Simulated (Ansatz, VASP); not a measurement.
# Cross-check of Ba2H3NO6 between VASP and Ansatz

Wanted: the spread between two codes on one cell, functional and k mesh. The structure shown is frame 350 of VASP's trajectory.

Calculated with Ansatz 0.2.0; plane waves, with VASP 6.6.1 beside it; single point at PBE with D3(BJ).

**1. Set-up**

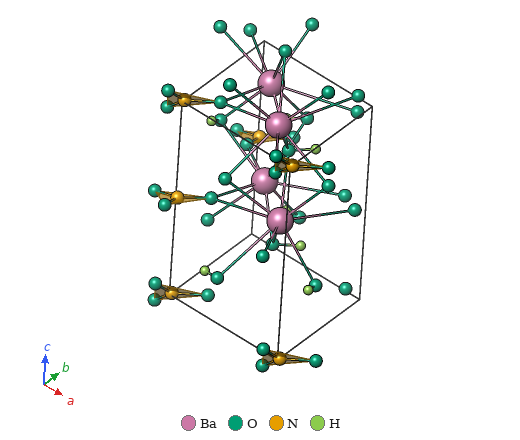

The cell as given, slightly off an axis (barium pink, oxygen teal, nitrogen orange, hydrogen green). Bonds to atoms that aren't drawn are left out. Some periodic images of atoms are drawn too.

**2. VASP: dynamics, PBE with D3(BJ)**

This run makes the geometry at which the two programs are then compared.

Lines of VASP's logs that name or quote its potential files are left out, and so is its time.

The input, INCAR:

```
SYSTEM = Ba2H3NO6
PREC = Normal
ENCUT = 340
EDIFF = 1E-04
NELM = 120
ISMEAR = -1
SIGMA = 0.0259
LREAL = Auto
ALGO = VeryFast
GGA = PE
IVDW = 12
NBANDS = 88
LWAVE = .FALSE.
LCHARG = .FALSE.
NCORE = 4
LASPH = .TRUE.
IBRION = 0
NSW = 350
POTIM = 0.5
TEBEG = 300
TEEND = 300
ISYM = 0
ISIF = 2
NELMIN = 4
MAXMIX = 40
NBLOCK = 1
RANDOM_SEED = 940076 0 0
NWRITE = 1
MDALGO = 2
SMASS = 1
```

The input, POSCAR:

```
Ba2H3NO6
1.0
    6.9861299790      0.0000000000      0.0000000000
   -3.4930649895      6.0501660359      0.0000000000
    0.0000000000      0.0000000000      7.6317529684
Ba O N H
4 12 2 6
Direct
    0.6666666667      0.3333333333      0.0000000000
    0.6666666667      0.3333333333      0.5000000000
    0.3333333333      0.6666666667      0.0000000000
    0.3333333333      0.6666666667      0.5000000000
    0.0000000000      0.4473519017      0.2500000000
    0.0000000000      0.4473519017      0.7500000000
    0.5526480983      0.5526480983      0.2500000000
    0.5526480983      0.5526480983      0.7500000000
    0.4473519017      0.0000000000      0.2500000000
    0.4473519017      0.0000000000      0.7500000000
    0.8184880612      0.0000000000      0.0000000000
    0.8184880612      0.0000000000      0.5000000000
    0.0000000000      0.8184880612      0.0000000000
    0.0000000000      0.8184880612      0.5000000000
    0.1815119388      0.1815119388      0.0000000000
    0.1815119388      0.1815119388      0.5000000000
    0.0000000000      0.0000000000      0.0000000000
    0.0000000000      0.0000000000      0.5000000000
    0.0000000000      0.3076924468      0.2500000000
    0.0000000000      0.3076924468      0.7500000000
    0.6923075532      0.6923075532      0.2500000000
    0.6923075532      0.6923075532      0.7500000000
    0.3076924468      0.0000000000      0.2500000000
    0.3076924468      0.0000000000      0.7500000000
```

The input, KPOINTS:

```
Automatic mesh
0
Gamma
1 1 1
0 0 0
```

PAW data sets: Ba_sv, O, N and H (PBE family, release 64).

Started as:

```bash
$ mpirun -np 4 vasp_gam
```

Numbers of over 12 decimals in the logs are rounded to 6 here.

Output:

```text
[banner, memory and clock lines left out]
running    4 mpi-ranks, on    1 nodes
 distrk:  each k-point on    4 cores,    1 groups
 distr:  one band on    4 cores,    1 groups

 POSCAR found type information on POSCAR BaO N H
 POSCAR found :  4 types and      24 ions
 LDA part: xc-table for (Slater+PW92), standard interpolation
 POSCAR, INCAR and KPOINTS ok, starting setup
 FFT: planning ... GRIDC
 FFT: planning ... GRID_SOFT
 FFT: planning ... GRID
 WAVECAR not read
 prediction of wavefunctions initialized - no I/O
 entering main loop
       N       E                     dE             d eps       ncg     rms          rms(c)
RMM:   1     0.201346935366E+04    0.20135E+04   -0.41905E+04    88   0.866E+02
RMM:   2     0.587158178779E+03   -0.14263E+04   -0.14859E+04    88   0.271E+02
RMM:   3     0.165984164240E+03   -0.42117E+03   -0.52753E+03    88   0.178E+02
RMM:   4    -0.428043199026E+02   -0.20879E+03   -0.18638E+03    88   0.116E+02
RMM:   5    -0.117451123393E+03   -0.74647E+02   -0.62356E+02    88   0.648E+01
RMM:   6    -0.143110517715E+03   -0.25659E+02   -0.21730E+02    88   0.378E+01
RMM:   7    -0.152526213537E+03   -0.94157E+01   -0.82026E+01    88   0.214E+01
RMM:   8    -0.156143554792E+03   -0.36173E+01   -0.33326E+01    88   0.132E+01
RMM:   9    -0.158686232951E+03   -0.25427E+01   -0.24816E+01   207   0.800E+00
RMM:  10    -0.159047169909E+03   -0.36094E+00   -0.35510E+00   256   0.305E+00
RMM:  11    -0.159077539271E+03   -0.30369E-01   -0.33448E-01   272   0.984E-01
RMM:  12    -0.159083083522E+03   -0.55443E-02   -0.56084E-02   272   0.392E-01    0.263E+01
RMM:  13    -0.142318180289E+03    0.16765E+02   -0.71098E+01   287   0.198E+01    0.124E+01
RMM:  14    -0.141478436729E+03    0.83974E+00   -0.15366E+00   193   0.362E+00    0.708E+00
RMM:  15    -0.141106373511E+03    0.37206E+00   -0.99119E-01   193   0.344E+00    0.850E-01
RMM:  16    -0.141104982987E+03    0.13905E-02   -0.17233E-01   182   0.993E-01    0.451E-01
RMM:  17    -0.141108237880E+03   -0.32549E-02   -0.49724E-02   194   0.522E-01    0.180E-01
RMM:  18    -0.141109332002E+03   -0.10941E-02   -0.18411E-02   191   0.277E-01    0.762E-02
RMM:  19    -0.141109849228E+03   -0.51723E-03   -0.47042E-03   187   0.119E-01    0.380E-02
RMM:  20    -0.141110035242E+03   -0.18601E-03   -0.17759E-03   139   0.571E-02    0.201E-02
RMM:  21    -0.141110091181E+03   -0.55939E-04   -0.61769E-04   121   0.308E-02
      1 T=   300. E= -.14289669E+03 F= -.14378745E+03 E0= -.14378745E+03  EK= 0.89076E+00 SP= 0.00E+00 SK= 0.00E+00
[... from here on, the cycles between the ionic steps are left out ...]
      2 T=   296. E= -.14289550E+03 F= -.14377611E+03 E0= -.14377611E+03  EK= 0.88061E+00 SP= -.20E-06 SK= 0.50E-09
      3 T=   289. E= -.14289523E+03 F= -.14375427E+03 E0= -.14375427E+03  EK= 0.85904E+00 SP= -.23E-05 SK= 0.48E-07
      4 T=   280. E= -.14289477E+03 F= -.14372857E+03 E0= -.14372857E+03  EK= 0.83380E+00 SP= -.10E-04 SK= 0.44E-06
    337 T=   365. E= -.14290451E+03 F= -.14183945E+03 E0= -.14183945E+03  EK= 0.10853E+01 SP= -.22E+01 SK= 0.45E-01
    338 T=   372. E= -.14290461E+03 F= -.14185424E+03 E0= -.14185424E+03  EK= 0.11046E+01 SP= -.22E+01 SK= 0.44E-01
    339 T=   372. E= -.14290417E+03 F= -.14184987E+03 E0= -.14184987E+03  EK= 0.11053E+01 SP= -.22E+01 SK= 0.43E-01
    340 T=   368. E= -.14290331E+03 F= -.14183465E+03 E0= -.14183465E+03  EK= 0.10955E+01 SP= -.22E+01 SK= 0.43E-01
    341 T=   367. E= -.14290233E+03 F= -.14182342E+03 E0= -.14182342E+03  EK= 0.10897E+01 SP= -.22E+01 SK= 0.42E-01
    342 T=   371. E= -.14290183E+03 F= -.14183199E+03 E0= -.14183199E+03  EK= 0.11032E+01 SP= -.22E+01 SK= 0.41E-01
    343 T=   385. E= -.14290233E+03 F= -.14186819E+03 E0= -.14186819E+03  EK= 0.11434E+01 SP= -.22E+01 SK= 0.40E-01
    344 T=   405. E= -.14290364E+03 F= -.14192487E+03 E0= -.14192487E+03  EK= 0.12034E+01 SP= -.22E+01 SK= 0.39E-01
    345 T=   425. E= -.14290498E+03 F= -.14198253E+03 E0= -.14198253E+03  EK= 0.12646E+01 SP= -.22E+01 SK= 0.38E-01
    346 T=   440. E= -.14290564E+03 F= -.14202104E+03 E0= -.14202104E+03  EK= 0.13074E+01 SP= -.22E+01 SK= 0.36E-01
    347 T=   445. E= -.14290546E+03 F= -.14203031E+03 E0= -.14203031E+03  EK= 0.13217E+01 SP= -.22E+01 SK= 0.34E-01
    348 T=   441. E= -.14290467E+03 F= -.14201347E+03 E0= -.14201347E+03  EK= 0.13105E+01 SP= -.22E+01 SK= 0.33E-01
    349 T=   433. E= -.14290364E+03 F= -.14198344E+03 E0= -.14198344E+03  EK= 0.12862E+01 SP= -.22E+01 SK= 0.31E-01
Information: wavefunction orthogonal band   77  0.8962
Information: wavefunction orthogonal band   79  0.8770
Information: wavefunction orthogonal band   85  0.8736
Information: wavefunction orthogonal band   86  0.8982
 bond charge predicted
 prediction of wavefunctions
       N       E                     dE             d eps       ncg     rms          rms(c)
RMM:   1    -0.139275505844E+03    0.27356E-01   -0.27668E-02   193   0.314E-01    0.295E-02
RMM:   2    -0.139275949650E+03   -0.44381E-03   -0.46428E-03   209   0.150E-01    0.131E-02
RMM:   3    -0.139276011714E+03   -0.62064E-04   -0.88231E-04   167   0.541E-02    0.104E-02
RMM:   4    -0.139276012045E+03   -0.33145E-06   -0.10034E-04   111   0.227E-02
    350 T=   425. E= -.14290281E+03 F= -.14195663E+03 E0= -.14195663E+03  EK= 0.12646E+01 SP= -.22E+01 SK= 0.30E-01
Information: wavefunction orthogonal band   79  0.8909
Information: wavefunction orthogonal band   80  0.8987
Information: wavefunction orthogonal band   81  0.8893
 bond charge predicted
 prediction of wavefunctions
 wavefunctions rotated
```

OUTCAR, selected parts (step 2):

```text
ion  position               nearest neighbor table
   1  0.667  0.333  0.000-   5 2.80   6 2.80   9 2.80  10 2.80   7 2.80   8 2.80  11 3.00  13 3.00
                            15 3.00   2 3.82   2 3.82   3 4.03   3 4.03   3 4.03
   2  0.667  0.333  0.500-   5 2.80   6 2.80   9 2.80  10 2.80   7 2.80   8 2.80  12 3.00  14 3.00
                            16 3.00   1 3.82   1 3.82   4 4.03   4 4.03   4 4.03
   3  0.333  0.667  0.000-   9 2.80  10 2.80   5 2.80   6 2.80   7 2.80   8 2.80  13 3.00  11 3.00
                            15 3.00   4 3.82   4 3.82   1 4.03   1 4.03   1 4.03
   4  0.333  0.667  0.500-   9 2.80  10 2.80   5 2.80   6 2.80   7 2.80   8 2.80  14 3.00  12 3.00
                            16 3.00   3 3.82   3 3.82   2 4.03   2 4.03   2 4.03
   5  0.000  0.447  0.250-  19 0.98   2 2.80   1 2.80   4 2.80   3 2.80
   6  0.000  0.447  0.750-  20 0.98   2 2.80   1 2.80   4 2.80   3 2.80
   7  0.553  0.553  0.250-  21 0.98   2 2.80   1 2.80   4 2.80   3 2.80
   8  0.553  0.553  0.750-  22 0.98   2 2.80   1 2.80   4 2.80   3 2.80
   9  0.447  0.000  0.250-  23 0.98   4 2.80   3 2.80   2 2.80   1 2.80
  10  0.447  0.000  0.750-  24 0.98   4 2.80   3 2.80   2 2.80   1 2.80
  11  0.818  0.000  0.000-  17 1.27   1 3.00   3 3.00
  12  0.818  0.000  0.500-  18 1.27   2 3.00   4 3.00
  13  0.000  0.818  0.000-  17 1.27   3 3.00   1 3.00
  14  0.000  0.818  0.500-  18 1.27   4 3.00   2 3.00
  15  0.182  0.182  0.000-  17 1.27   3 3.00   1 3.00
  16  0.182  0.182  0.500-  18 1.27   4 3.00   2 3.00
  17  0.000  0.000  0.000-  13 1.27  15 1.27  11 1.27
  18  0.000  0.000  0.500-  14 1.27  16 1.27  12 1.27
  19  0.000  0.308  0.250-   5 0.98
  20  0.000  0.308  0.750-   6 0.98
  21  0.692  0.692  0.250-   7 0.98
  22  0.692  0.692  0.750-   8 0.98
  23  0.308  0.000  0.250-   9 0.98
  24  0.308  0.000  0.750-  10 0.98

 Found      1 irreducible k-points:

   k-points           NKPTS =      1   k-points in BZ     NKDIM =      1   number of bands    NBANDS=     88

   dimension x,y,z NGX =    32 NGY =   32 NGZ =   36
   dimension x,y,z NGXF=    64 NGYF=   64 NGZF=   72

   ENCUT  =  340.0 eV  24.99 Ry    5.00 a.u.  10.50 10.50 11.47*2*pi/ulx,y,z

   NELECT =     128.0000    total number of electrons

 k-points in reciprocal lattice and weights: Automatic mesh
   0.00000000  0.00000000  0.00000000       1.000

 Edisp (eV)   -2.68057

 average (electrostatic) potential at core
       1 -36.4515       2 -36.9564       3 -36.8803       4 -36.9051       5 -73.3477
       6 -73.5794       7 -73.0121       8 -73.0432       9 -72.4273      10 -72.6013
      11 -75.8037      12 -75.6466      13 -75.8751      14 -75.7958      15 -75.4735
      16 -76.0243      17 -74.1749      18 -74.3354      19 -38.3708      20 -38.1037
      21 -36.8434      22 -37.0414      23 -36.7351      24 -36.6061

 E-fermi :   1.0372

 k-point     1 :       0.0000    0.0000    0.0000
  band No.  band energies     occupation
    ...
     60      -0.1604      2.00000
     61      -0.0121      2.00000
     62       0.1651      2.00000
     63       0.3140      2.00000
     64       0.3691      2.00000
     65       2.7300      0.00000
     66       2.9079      0.00000
     67       4.5465      0.00000
     68       5.2127      0.00000
     69       6.1072      0.00000
    ...

 Edisp (eV)   -2.68061

  Total     -30.95581   -32.42504   -28.79016    -0.28389    -0.11765    -0.55853
  in kB    -153.75334  -161.05078  -142.99684    -1.41005    -0.58436    -2.77417
  external pressure =     -152.60 kB  Pullay stress =        0.00 kB

  energy-cutoff  :      340.00
  volume of cell :      322.57
      direct lattice vectors                 reciprocal lattice vectors
     6.986129979  0.000000000  0.000000000     0.143140766  0.082642360  0.000000000
    -3.493064990  6.050166036  0.000000000     0.000000000  0.165284720  0.000000000
     0.000000000  0.000000000  7.631752968     0.000000000  0.000000000  0.131031495

 POSITION                                       TOTAL-FORCE (eV/Angst)
 -----------------------------------------------------------------------------------
      3.34310      1.99390      7.57561        -0.211518     -0.466188      0.394385
      3.72943      2.06718      3.92417        -1.286771     -0.635978     -0.674116
     -0.14176      4.06173      7.55479         0.499308      0.825628      0.624899
      0.15931      3.83632      3.84668        -0.525126      1.485879      0.353370
      5.00432      2.93271      1.68321         0.091883      0.778080      0.188407
     -1.72867      3.03451      5.69574         0.607914     -0.668396      0.622894
      1.64004      3.30998      1.99499         2.210131      1.429138     -0.688269
      2.09469      3.42420      5.84799         0.006888      1.416262     -0.391201
     -0.47007      5.96876      1.78584         0.291965      0.131174      0.010827
      2.85213      0.09925      5.61334        -0.621332     -0.612175     -0.072952
      5.84736      0.17246      6.96068         0.962776      0.201032      0.596135
      2.30015      5.94742      3.68192         0.948545      0.038201      0.194156
      3.78772      5.17256      0.69543        -0.367070     -0.328160     -0.320840
     -2.68349      4.98602      4.03401        -1.021844      1.003996     -0.218837
      0.78589      1.16942      0.04531        -2.070577     -0.989518     -0.416026
      0.63154      1.14208      3.83560         0.106979     -0.015528      0.054649
     -0.03404      0.12743      0.01732         0.596579      1.499455      0.020635
     -3.39571      6.04951      3.86305        -0.751850     -1.016513     -0.443047
      5.58282      2.19872      1.84700         0.957784     -1.395741      0.048440
     -1.20800      2.25787      6.00052        -0.197669     -0.335018     -0.221375
      2.27565      4.12153      2.02412        -1.284975     -1.517914     -0.267622
      2.52561      4.32980      5.90044        -0.599626     -1.062650     -0.116829
      2.05737      0.03583      1.69361         0.123788     -0.174517      0.217578
     -1.56843      5.88778      5.31252         1.532923      0.415740      0.469311
 -----------------------------------------------------------------------------------
    total drift:                               -0.000897      0.006289     -0.035426

  FREE ENERGIE OF THE ION-ELECTRON SYSTEM (eV)
  ---------------------------------------------------
  free  energy   TOTEN  =      -141.9566256653 eV

  energy  without entropy=     -141.9566256653  energy(sigma->0) =     -141.95662567
```

(Continued in part 2 of 2.)

[Lines on the potential files, build, host, timing and source positions are cut from VASP's logs without a mark.]

[Logs are printed without paths, hosts, clocks, repeated set-up lines and the standing remarks that a program may print on its own settings, such as how far it seeks lower states.]

[Hosts, paths, dates, database ids (printed as entryN), source tags and the programs' standing remarks are cut or masked in the printed files.]
